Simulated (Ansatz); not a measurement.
**HF (hydrogen fluoride): levels of theory compared**

We compute a comparison of 6 runs (UHF/3-21G, UHF/cc-pVDZ, MP2/cc-pVDZ, UMP2/cc-pVDZ, CCSD/3-21G, CCSD/cc-pVDZ) of HF (hydrogen fluoride). 

Program for the calculation: Ansatz 0.2.0.

57 further runs of the same task are left out: 1 that didn't finish, 56 set aside as unsound or not needed.

**1. The molecule**

HF has 2 atoms, charge 0, and is taken as a singlet. As SMILES, `F`. The H2–F1 distance was set to 2.300 Å, away from the relaxed value.

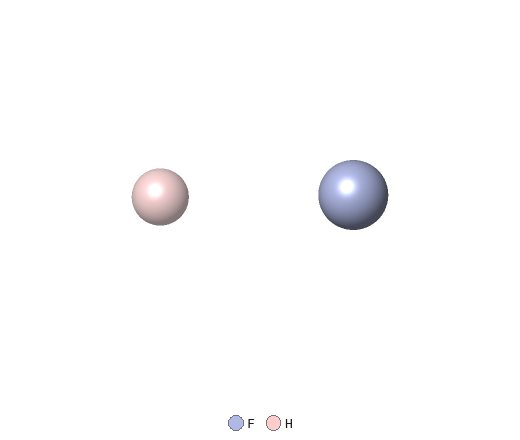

The structure, seen from a chosen angle (fluorine light blue, hydrogen pink).

**2. The energy at UHF/3-21G (run 1)**

Input file job.yaml:

```yaml
basis:
  gaussian: {orbitals: 3-21G.json}
crystal:
  periodic: [false, false, false]
  atoms:
    - symbol: F
      position_ang: [-1.559998, 0.578399, -0.785599]
    - symbol: H
      position_ang: [0.390000, -0.144600, 0.196400]
magnetization: {spin_polarized: true, initial_magnetization: 0}
hamiltonian: {xc: hf}
accuracy: high
```

The basis set 3-21G is read from a file made from the Basis Set Exchange's data (not shown).

Launch:

```sh
$ ansatz run job.yaml --threads 1 --pin off --max-ram 2610MiB --events-out events.jsonl --progress --plain --runs-dir runs
```

The program printed:

```text
Warning: RAYON_NUM_THREADS=1 ignored (pool sized by the plan → 1); use --threads N
Functional definition: HF
  name "HF"
  exchange = exact_x
  correlation = 0
144 factors; integrals over basis functions are off by at most 3.7e-9 eV
mean field evaluation 1: about -2693.1752 eV, gradient 2.8e1 eV
mean field evaluation 2: about -2693.1752 eV, gradient 2.8e1 eV
mean field evaluation 4: about -2698.2969 eV, gradient 4.1e0 eV
mean field evaluation 8: about -2698.3983 eV, gradient 1.9e-1 eV
mean field evaluation 16: about -2698.3975 eV, gradient 6.7e-5 eV
mean field evaluation 32: about -2703.2561 eV, gradient 2.5e-2 eV
mean field evaluation 64: about -2703.1568 eV, gradient 3.0e-1 eV
mean field evaluation 96: about -2698.2967 eV, gradient 4.1e0 eV
mean field -2703.25373057 eV, -99.3427422673 hartree, gradient 3.4e-8 eV, S^2 0.977746; 6 other end points of the search recorded, 0 dependent functions left out
reference -2703.25373057 eV, -99.3427422673 hartree; 5, 5 occupied and 6, 6 virtual orbitals, 144 factors
Total energy: -2703.25373057 eV, -99.3427422673 hartree
```

Wall time 0.08 s (1 thread of Arm Neoverse V2, shared host).

**3. The energy at UHF/cc-pVDZ (run 2)**

Input file in.yaml:

```yaml
basis:
  gaussian:
    orbitals: cc-pVDZ
crystal:
  periodic: [false, false, false]
  atoms:
    - {symbol: F, position_ang: [-1.559998, 0.578399, -0.785599]}
    - {symbol: H, position_ang: [0.390000, -0.144600, 0.196400]}
magnetization:
  spin_polarized: true
  initial_magnetization: 0
hamiltonian:
  xc: hf
accuracy: high
```

Launch:

```sh
$ ansatz run in.yaml --threads 1 --pin off --max-ram 2610MiB --events-out events.jsonl --progress --plain --runs-dir runs
```

The program printed:

```text
Warning: RAYON_NUM_THREADS=1 ignored (pool sized by the plan → 1); use --threads N
Functional definition: HF
  name "HF"
  exchange = exact_x
  correlation = 0
286 factors; integrals over basis functions are off by at most 2.1e-9 eV
mean field evaluation 1: about -2708.7663 eV, gradient 2.7e1 eV
mean field evaluation 2: about -2708.7663 eV, gradient 2.7e1 eV
mean field evaluation 4: about -2713.1473 eV, gradient 2.9e0 eV
mean field evaluation 8: about -2713.3116 eV, gradient 1.1e-1 eV
mean field evaluation 16: about -2713.3108 eV, gradient 7.4e-6 eV
mean field evaluation 32: about -2717.6919 eV, gradient 1.9e-1 eV
mean field evaluation 64: about -2717.7114 eV, gradient 2.6e0 eV
mean field evaluation 96: about -2713.3108 eV, gradient 2.0e-5 eV
mean field -2717.74701239 eV, -99.8753605504 hartree, gradient 8.3e-8 eV, S^2 0.977516; 5 other end points of the search recorded, 0 dependent functions left out
reference -2717.74701239 eV, -99.8753605504 hartree; 5, 5 occupied and 14, 14 virtual orbitals, 286 factors
Total energy: -2717.74701239 eV, -99.8753605504 hartree
```

It took 0.12 s on 1 thread of Arm Neoverse V2, shared host.

Runs 3 to 4 aren't shown in full; the table further down has their settings and results.

**4. A single-point energy at CCSD/3-21G (run 5)**

Input file molecule.yaml:

```yaml
crystal:
  periodic: [false, false, false]
  atoms:
    - {symbol: F, position_ang: [-1.559998, 0.578399, -0.785599]}
    - {symbol: H, position_ang: [0.390000, -0.144600, 0.196400]}
basis:
  gaussian:
    orbitals: 3-21G.json
correlation:
  method: ccsd
  frozen_orbitals: {F: 1, H: 0}
accuracy: high
scf:
  omitted_lower_state_checks: [cluster_reference, increment]
```

The basis set 3-21G is read from a file made from the Basis Set Exchange's data (not shown).

Launch:

```sh
$ ansatz run molecule.yaml --threads 1 --pin off --max-ram 2610MiB --events-out events.jsonl --progress --plain --runs-dir runs
```

The program printed:

```text
Warning: RAYON_NUM_THREADS=1 ignored (pool sized by the plan → 1); use --threads N
[... 13 lines left out ...]
1 core orbitals not correlated: weight in the atoms' cores, before any rotation towards them, 1.000 or more for the frozen orbitals, at most 0.000 for the correlated occupied ones
[... 26 lines left out ...]
WARN: these amplitudes may be one of several solutions (largest doubles amplitude 0.69, level shift 10.82 eV)
Total energy: -2705.45139583 eV, -99.4235049760 hartree
Checks for a lower state left out: cluster_reference, increment
```

Run time: 0.1 s. Hardware: 1 thread of Arm Neoverse V2, shared host.

**5. The energy at CCSD/cc-pVDZ (run 6)**

Input file in.yaml:

```yaml
basis:
  gaussian:
    orbitals: cc-pVDZ
crystal:
  periodic: [false, false, false]
  atoms:
    - symbol: F
      position_ang: [-1.559998, 0.578399, -0.785599]
    - symbol: H
      position_ang: [0.390000, -0.144600, 0.196400]
magnetization:
  spin_polarized: false
correlation:
  method: ccsd
  frozen_orbitals: {F: 1, H: 0}
accuracy: high
scf:
  omitted_lower_state_checks: [cluster_reference, increment]
```

Launch:

```sh
$ ansatz run in.yaml --threads 1 --pin off --max-ram 2610MiB --events-out events.jsonl --progress --plain --runs-dir runs
```

The program printed:

```text
Warning: RAYON_NUM_THREADS=1 ignored (pool sized by the plan → 1); use --threads N
[... 13 lines left out ...]
1 core orbitals not correlated: weight in the atoms' cores, before any rotation towards them, 1.000 or more for the frozen orbitals, at most 0.000 for the correlated occupied ones
[... 26 lines left out ...]
WARN: these amplitudes may be one of several solutions (largest doubles amplitude 0.62, level shift 8.52 eV)
Total energy: -2721.63203448 eV, -100.0181324786 hartree
Checks for a lower state left out: cluster_reference, increment
```

It took 0.14 s on 1 thread of Arm Neoverse V2, shared host.

**6. The series**

```csv
run,level,frozen core orbitals,energy (Eh),wall time
1,UHF/3-21G,–,-99.342742,0.08 s
2,UHF/cc-pVDZ,–,-99.875361,0.12 s
3,MP2/cc-pVDZ,1,-99.988480,0.08 s
4,UMP2/cc-pVDZ,1,-100.017303,0.14 s
5,CCSD/3-21G,1,-99.423505,0.1 s
6,CCSD/cc-pVDZ,1,-100.018132,0.14 s
```

**7. Outcome**

```
                                         quantity          value
                              run 6: total energy  -100.01813 Eh
run 6: correlation energy (1 core orbital frozen)     -305.8 mEh
                             run 6: T1 diagnostic          0.077
```

In words: Below the UHF energy at the same shape and in the same basis (cc-pVDZ): MP2 -113.1 mEh; UMP2 -141.9 mEh; CCSD -142.8 mEh. Some of these start from another determinant than that one, so these aren't their correlation energies. In runs 5, 6 the T1 diagnostic is large, so a single reference may not serve. In runs 3, 5, 6 the log says that unrestricted orbitals would lower the reference, so the values rest on an unstable closed-shell determinant (other closed-shell runs at this shape may share the fault). In runs 3, 5, 6 a closed-shell determinant meets a far-stretched bond, which it describes badly. Spin contamination of the reference: run 1 ⟨S²⟩ = 0.98, run 2 ⟨S²⟩ = 0.98, run 4 ⟨S²⟩ = 0.98. Where it is this large, the reference is a mixture of spin states, and values that rest on it are in doubt. All runs together took 0.66 s, the longest 0.14 s.
